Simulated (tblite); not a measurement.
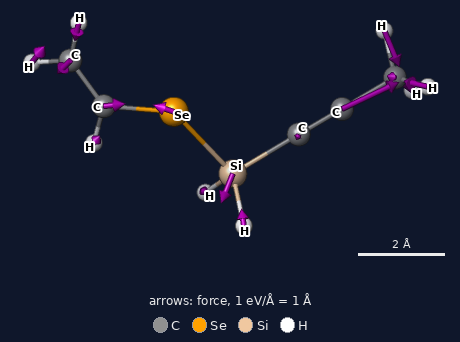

Starting geometry of C5H8SeSi with the computed forces as purple arrows. The picture is a ball-and-stick view, seen face on.

All numbers below come from tblite 0.8.0, GFN2-xTB geometry optimisation, gas phase. 

What follows when this structure is relaxed?

It isn't relaxed: the largest force vector, on a C atom, is 1.53 eV/Å. The final displacements have little in common with the starting forces (cosine between the two patterns 0.19). The energy falls by 21.7 kJ/mol in 219 geometry steps. The atom that moves furthest after the best rigid fit is an H atom (2.51 Å). Largest moves by element: H 2.51 Å, C 1.10 Å, Se 1.03 Å, Si 0.67 Å. Near-neighbour distances that change, for instance: C–Se 1.942 → 1.904 Å, C–H 1.122 → 1.090 Å, H–Si 1.488 → 1.459 Å, C–C 1.470 → 1.443 Å. Among the angles between lasting bonds that change: C–Se–Si 107.0° → 97.5°, H–Si–H 106.9° → 114.0°, Se–Si–H 111.0° → 104.8°. Groups turn about Se–Si by about 75°, C–Se by about 40°.
